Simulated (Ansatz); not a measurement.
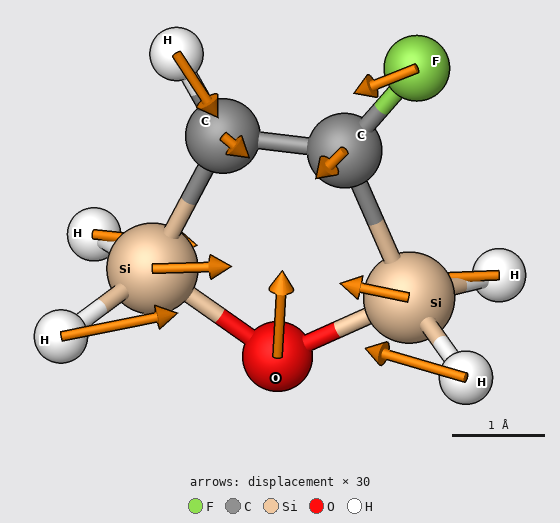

A relaxation of C₂H₅FOSi₂. The starting structure is drawn; orange arrows show the displacements, magnified 30 times. The two geometries are superimposed by the best rigid fit.

A ball-and-stick model, seen from a free direction.

The start comes from PBE-D4/def2-SVP.

Method: RKS PBE0-D4/def2-TZVP (Ansatz).

Input
```yaml
crystal:
  periodic: [false, false, false]
  atoms:
    - {symbol: F, position_ang: [2.301738, -0.783088, -0.968456]}
    - {symbol: C, position_ang: [1.126846, -0.400458, -0.426091]}
    - {symbol: C, position_ang: [0.779029, -0.664584, 0.855439]}
    - {symbol: Si, position_ang: [-0.923710, 0.019012, 1.258195]}
    - {symbol: O, position_ang: [-1.339528, 0.720935, -0.234196]}
    - {symbol: Si, position_ang: [-0.169289, 0.564690, -1.440310]}
    - {symbol: H, position_ang: [1.458270, -1.217626, 1.527504]}
    - {symbol: H, position_ang: [-0.905425, 1.062502, 2.339618]}
    - {symbol: H, position_ang: [-1.918499, -1.043888, 1.631370]}
    - {symbol: H, position_ang: [-0.680231, -0.213960, -2.617541]}
    - {symbol: H, position_ang: [0.336099, 1.899567, -1.905033]}
basis:
  gaussian: {orbitals: def2-TZVP}
hamiltonian: {xc: pbe0, dispersion: d4}
relax: {f_tol: 0.005, max_steps: 150}
```

Command:
```bash
ansatz run in.yaml --threads 4 --pin off --events-out ev --progress --plain --max-ram 10444MiB
```

Q: What did the optimiser do to the structure, and how much energy did it gain?

A: The largest moves after the best rigid fit, 0.044 Å, are those of H8 and H9. By element the largest moves are H 0.044 Å, O 0.036 Å, Si 0.030 Å, F 0.027 Å, C 0.017 Å. Among the contacts that change: Si4–O5 1.701 → 1.659 Å, O5–Si6 1.688 → 1.648 Å, C2–Si6 1.908 → 1.887 Å, C2–C3 1.354 → 1.333 Å. Over 5 accepted moves (6 points after the start) the energy falls by 2.09 kcal/mol. Largest force component: 1 eV/Å at the start, 0.0037 eV/Å at the end. The line search rejected the trial step at point 5 of the run. Cost: 29 s on 4 threads of Arm Neoverse V2, on a shared host.
